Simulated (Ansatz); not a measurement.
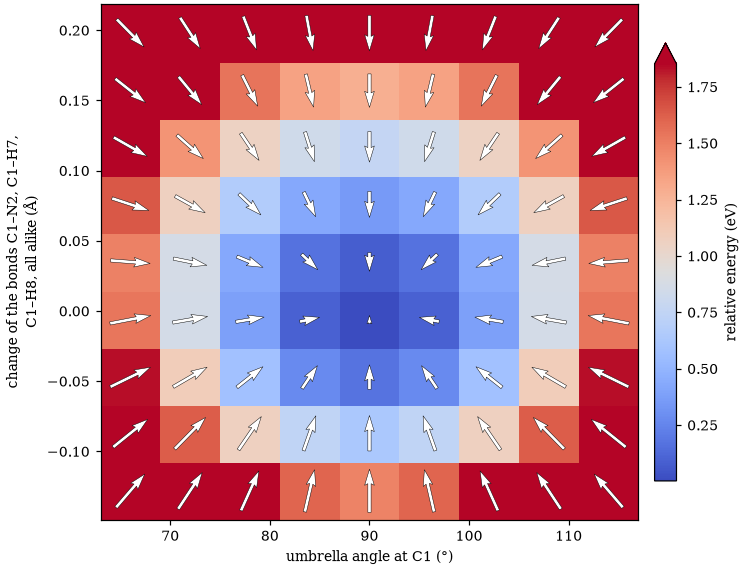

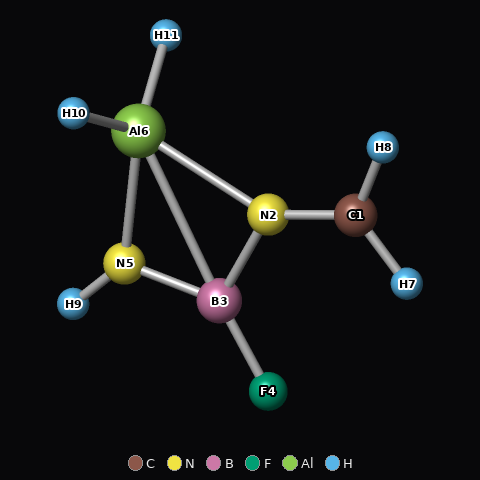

Energy landscape of CH5AlBFN2. The first coordinate is: umbrella angle at C1 (between each of its bonds and their common axis; 90 is planar); the second: change of the bonds C1–N2, C1–H7, C1–H8, all alike. Nothing is relaxed (all other coordinates rigid). The scan uses a 9 × 9 grid. Points are written as (first, second). All energies are given in eV relative to the relaxed molecule at the same level. These are results of RKS PBE-D4/def2-SVP (Ansatz 0.2.0), not measurements.

The picture shows one coloured cell a grid point, arrows along the force (downhill), their lengths compressed, one colour for all values above the top of the scale. The second picture is the structure at the lowest point.

What does the map say about the system?

Answer. The lowest grid point is at (90°, −0.006 Å), 0.0025 eV from the relaxed molecule at the same level. No other kind of well shows on this grid. The highest grid point, (114°, −0.128 Å), lies 3.42 eV above the lowest. Round the minimum the two coordinates are nearly uncoupled.

Each point was launched as `ansatz run input.yaml --threads 1 --pin off --max-ram 2560MiB --backend cpu --events-out ev --progress --plain --runs-dir out`. Time for the 81 points that were run: 19 min on 1 thread of Intel(R) Xeon(R) Processor @ 2.50GHz (Skylake/Cascade Lake), on a shared host.
